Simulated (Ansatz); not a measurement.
**C$_{2}$H$_{9}$Si$_{2}$ (SMILES C[SiH][SiH2]C) (doublet): density, localisation and related maps**

Input file:

```
crystal:
  periodic: [false, false, false]
  atoms:
    - {symbol: C, position_ang: [1.085701, -1.750944, -1.958850]}
    - {symbol: C, position_ang: [-2.026231, 1.289236, 0.804247]}
    - {symbol: Si, position_ang: [0.525135, -0.196475, -1.042840]}
    - {symbol: Si, position_ang: [-1.549921, -0.356348, 0.017888]}
    - {symbol: H, position_ang: [1.286263, -2.570523, -1.248956]}
    - {symbol: H, position_ang: [2.008566, -1.559676, -2.527315]}
    - {symbol: H, position_ang: [0.310887, -2.089292, -2.663009]}
    - {symbol: H, position_ang: [1.604455, 0.294511, -0.121368]}
    - {symbol: H, position_ang: [-1.544953, -1.435630, 1.063317]}
    - {symbol: H, position_ang: [-2.562710, -0.757519, -1.012261]}
    - {symbol: H, position_ang: [-2.077269, 2.082464, 0.043392]}
    - {symbol: H, position_ang: [-3.008010, 1.216665, 1.296417]}
    - {symbol: H, position_ang: [-1.284003, 1.586878, 1.560494]}
basis:
  gaussian: {orbitals: def2-TZVPD}
output: {forces: true, orbitals: {seedname: orbitals}}
hamiltonian: {xc: pbe0}
magnetization: {spin_polarized: true, initial_magnetization: 1}
```

Command:

```sh
ansatz run input.yaml --threads 2 --pin off --max-ram 4350MiB --events-out events.jsonl --progress --plain --runs-dir runs
```

Geometry: PBE0-D3(BJ)/def2-SVP.

Computed with isolated molecule in a Gaussian basis; Kohn-Sham density functional theory, functional PBE0 in Ansatz.

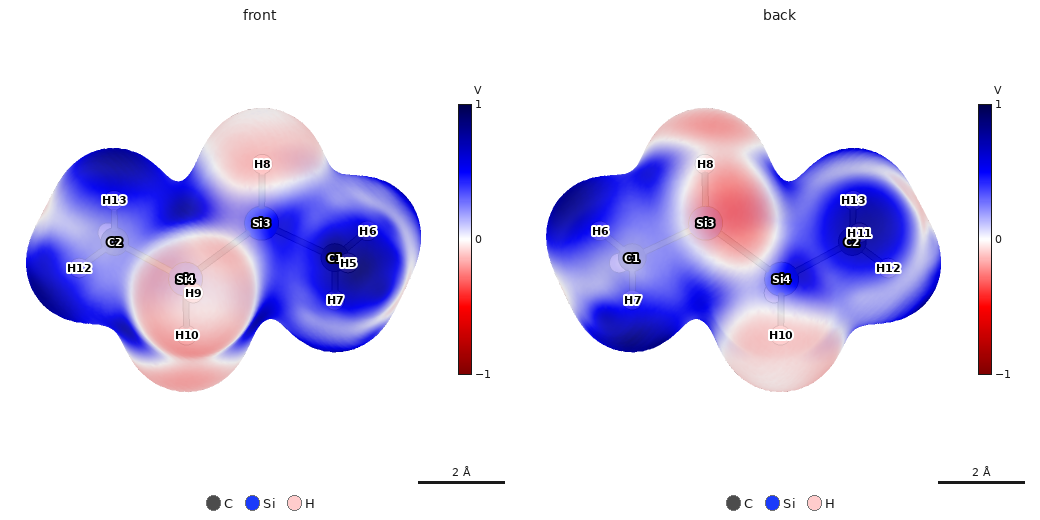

Figure 1. The electrostatic potential painted on the density surface at 0.002 e/bohr³, seen from the front and from behind; the colour scale runs from red (negative) to blue (positive).

Describe the electrostatic potential map.

The most negative region (about −0.3 V) lies over H8, the most positive (about +0.8 V) over the H atoms.

How polar is the molecule by this calculation?

Its dipole moment is 0.12 D.

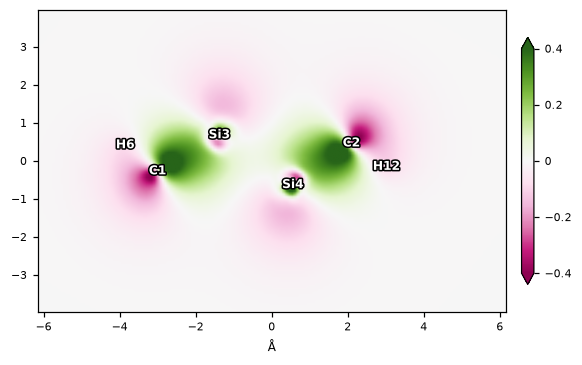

Figure 2. The HOMO−1 (β) on the plane of atoms C2, Si4 and Si3 (values in Å⁻³ᐟ²; the overall sign is arbitrary).

Where does this orbital lie, and at what energy?

Its weight (Hirshfeld) is mainly on Si3 (about 15 %), C1 (about 15 %), C2 (about 15 %), Si4 (about 15 %), H8 (about 15 %) and H10 (about 10 %). Its energy is −8.97 eV.

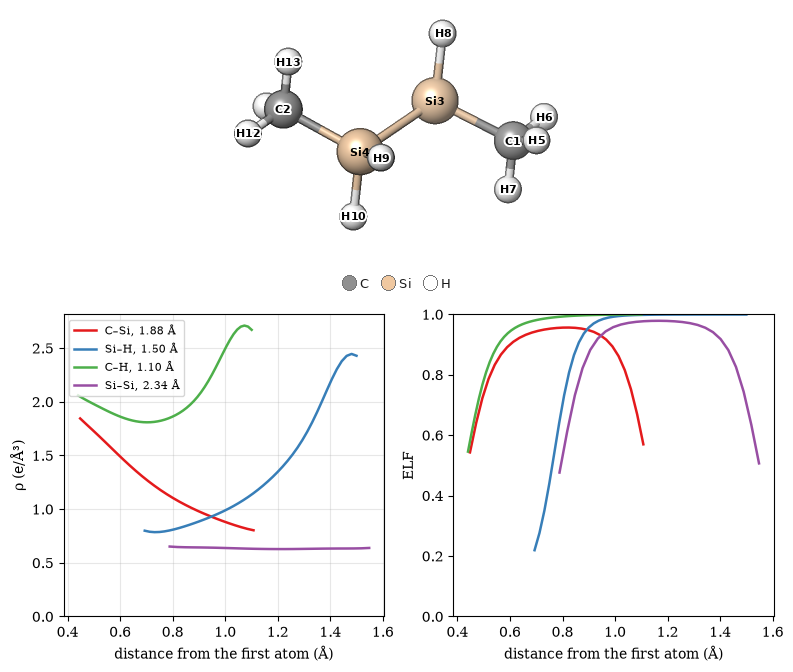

Figure 3. Total electron density and electron localisation function along straight lines between neighbouring atoms. The curves leave out the atomic cores. The structure is drawn too.

Compare the contacts.

C–Si (1.88 Å): the density is about 0.93 e/Å³ at the midpoint; the ELF peaks at about 0.95 between the atoms: a shared electron pair.
Si–H (1.50 Å): ρ at the midpoint is about 0.79 e/Å³; the ELF climbs to about 1 towards the hydrogen, as it does in any bond to H.
C–H (1.10 Å): ρ is about 1.9 e/Å³ halfway; the ELF climbs to about 1 towards the hydrogen: a covalent bond by its length.
Si–Si (2.34 Å): ρ is about 0.63 e/Å³ halfway; the ELF peaks at about 1 between the atoms (a covalent bond).
